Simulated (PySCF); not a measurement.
# One shape, several levels: SF6 (sulfur hexafluoride)

Wanted: a comparison of 6 runs (HF/STO-3G, HF/3-21G, HF/def2-SVP, B3LYP/STO-3G, PBE/def2-SVP, MP2/6-311G**) of SF6 (sulfur hexafluoride). 

The results are computed with PySCF 2.14.0.

### Step 1. The molecule

The species is SF6 (7 atoms), meant as a singlet with charge 0. SMILES: `FS(F)(F)(F)(F)F`. The shape is that of a GFN2-xTB optimisation.

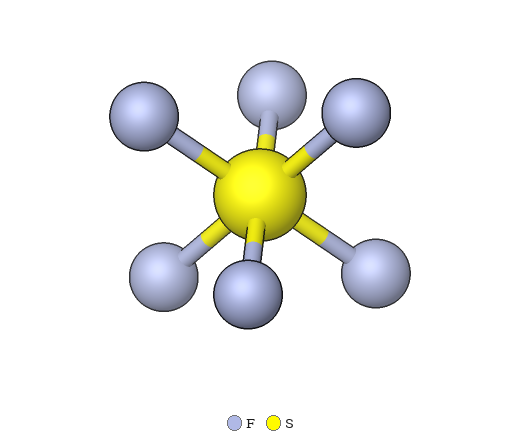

Viewed from a chosen angle; fluorine light blue, sulfur yellow.

### Step 2. Energy and gradient at HF/STO-3G (run 1)

Contents of calc.py:

```python
from pyscf import gto

molecule = gto.Mole()
molecule.atom = '''
F   -0.575340  -1.329720   0.656500
S   -0.000020   0.000060   0.000020
F    1.183370   0.012840   1.061880
F   -1.182600  -0.012690  -1.062560
F    0.574230   1.329720  -0.655870
F   -0.892920   0.873020   0.984420
F    0.893280  -0.873220  -0.984390
'''
molecule.max_memory = 1860
molecule.spin = 0
molecule.verbose = 3
molecule.basis = 'sto-3g'
molecule.build()

mf = molecule.RHF()
mf.conv_tol = 1e-10
mf.kernel()
if not mf.converged:
    mf = mf.newton().run(mf.mo_coeff, mf.mo_occ)

etot = mf.e_tot
print(f'total energy: {etot:.8f} hartree')
grad = mf.nuc_grad_method().kernel()
mf.analyze()
```

Run with:

```console
$ OMP_NUM_THREADS=1 python calc.py
```

The program printed:

```text
converged SCF energy = -980.919332247336
[... 15 lines left out ...]
MO #4   energy= -25.9217867411242  occ= 2
[... 6 lines left out ...]
MO #11  energy= -6.9116609864412   occ= 2
[... 6 lines left out ...]
MO #18  energy= -0.958660587649137 occ= 2
[... 6 lines left out ...]
MO #25  energy= -0.51992090963127  occ= 2
[... 6 lines left out ...]
MO #32  energy= -0.488816298290249 occ= 2
[... 6 lines left out ...]
MO #39  energy= 0.453473599770599  occ= 0
[... 8 lines left out ...]
Dipole moment(X, Y, Z, Debye): -0.00031,  0.00062,  0.00039
```

Wall time 6.3 s (1 thread of Intel Xeon at 2.50GHz (Skylake/Cascade Lake), shared host); peak memory 0.12 GiB.

### Step 3. Energy and gradient at HF/3-21G (run 2)

Contents of job.py:

```python
import pyscf.grad
from pyscf import gto, scf

molecule = gto.Mole()
molecule.atom = [
    ('F', (-0.575340, -1.329720, 0.656500)),
    ('S', (-0.000020, 0.000060, 0.000020)),
    ('F', (1.183370, 0.012840, 1.061880)),
    ('F', (-1.182600, -0.012690, -1.062560)),
    ('F', (0.574230, 1.329720, -0.655870)),
    ('F', (-0.892920, 0.873020, 0.984420)),
    ('F', (0.893280, -0.873220, -0.984390)),
]
molecule.max_memory = 1860
molecule.basis = '3-21g'
molecule.charge = 0
molecule.verbose = 3
molecule.build()

mf = scf.RHF(molecule)
mf.conv_tol = 1e-10
mf.kernel()
if not mf.converged:
    mf = mf.newton().run(mf.mo_coeff, mf.mo_occ)

e_final = mf.e_tot
print('Final energy', e_final)
grad = mf.Gradients().kernel()
dip = mf.dip_moment()
pop, q = mf.mulliken_pop()
```

Run with:

```console
$ OMP_NUM_THREADS=1 python job.py
```

The program printed:

```text
converged SCF energy = -988.689743993371
Final energy -988.6897439933712
[... 10 lines left out ...]
Dipole moment(X, Y, Z, Debye): -0.00038,  0.00126,  0.00035
[... 75 lines left out ...]
charge of    6F =     -0.44174
```

It took 5.4 s on 1 thread of Intel Xeon at 2.50GHz (Skylake/Cascade Lake), shared host; peak memory 0.14 GiB.

Runs 3 to 5 aren't shown in full; the table further down has their settings and results.

### Step 4. Energy and forces at MP2/6-311G(d,p) (run 6)

Contents of calc.py:

```python
# FS(F)(F)(F)(F)F
from pyscf import gto, mp

mol = gto.M(
    atom='''
F     -1.087235    -2.512807     1.240605
S     -0.000038     0.000113     0.000038
F      2.236245     0.024264     2.006662
F     -2.234790    -0.023981    -2.007947
F      1.085137     2.512807    -1.239415
F     -1.687374     1.649769     1.860284
F      1.688055    -1.650147    -1.860227
''',
    max_memory=1860,
    basis='6-311g**',
    unit='bohr',
    verbose=4,
)

calc0 = mol.RHF()
calc0.conv_tol = 1e-10
calc0.kernel()
if not calc0.converged:
    calc0 = calc0.newton().run(calc0.mo_coeff, calc0.mo_occ)

pt = mp.MP2(calc0, frozen=11).run()
etot = pt.e_tot
print('Final energy', etot)
grad = pt.nuc_grad_method().kernel()
calc0.analyze()
```

Run with:

```console
$ OMP_NUM_THREADS=1 python calc.py
```

The program printed:

```text
PySCF version 2.14.0

[... 101 lines left out ...]
MO #14  energy= -1.71579104255657  occ= 2
[... 23 lines left out ...]
MO #38  energy= 0.256919900544662  occ= 0
[... 23 lines left out ...]
MO #62  energy= 1.47013113919748   occ= 0
[... 23 lines left out ...]
MO #86  energy= 4.1172357817905    occ= 0
[... 23 lines left out ...]
MO #110 energy= 6.59301603287288   occ= 0
[... 23 lines left out ...]
MO #134 energy= 191.792381011621   occ= 0
[... 144 lines left out ...]
Dipole moment(X, Y, Z, Debye): -0.00043,  0.00250,  0.00008
```

Run time: 2.2 min. Hardware: 1 thread of Intel Xeon at 2.50GHz (Skylake/Cascade Lake), shared host; peak memory 1.9 GiB.

### Step 5. The series

| run | level | integration grid | frozen core orbitals | energy (Eh) | dipole moment (D) of the reference | HOMO energy (eV) | LUMO energy (eV) | wall time |
| --- | --- | --- | --- | --- | --- | --- | --- | --- |
| 1 | HF/STO-3G | – | – | -980.919332 | 0.00 | -11.27 | 8.85 | 6.3 s |
| 2 | HF/3-21G | – | – | -988.689744 | 0.00 | -18.28 | 1.81 | 5.4 s |
| 3 | HF/def2-SVP | – | – | -993.367768 | 0.00 | -18.80 | 2.92 | 24 s |
| 4 | B3LYP/STO-3G | 5 | – | -983.646683 | 0.00 | -5.53 | 3.76 | 38 s |
| 5 | PBE/def2-SVP | 5 | – | -995.820532 | 0.00 | -9.84 | -3.02 | 78 s |
| 6 | MP2/6-311G** | – | 11 | -995.536907 | 0.00 | -18.92 | 2.52 | 2.2 min |

### Step 6. Outcome

| quantity | value |
| --- | --- |
| run 6: total energy | -995.53691 Eh |
| run 6: dipole moment (Hartree–Fock density) | 0.00 D |
| run 6: HOMO energy (Hartree–Fock orbitals) | -18.92 eV |
| run 6: LUMO energy (Hartree–Fock orbitals) | 2.52 eV |
| run 6: HOMO–LUMO gap (Hartree–Fock orbitals) | 21.43 eV |
| run 6: correlation energy (11 core orbitals frozen) | -1409.2 mEh |
| run 6: largest force on an atom | 0.174 eV/Å |

**Reading.** Over runs 1, 2, 3, 4, 5 the HOMO–LUMO gap runs from 6.82 eV (PBE/def2-SVP) to 21.72 eV (HF/def2-SVP). Exact exchange widens orbital gaps. Totals of different functionals can't be ranked against each other. In runs 1, 4 the basis is minimal, so the values are rough. All runs together took 4.7 min, the longest 2.2 min.
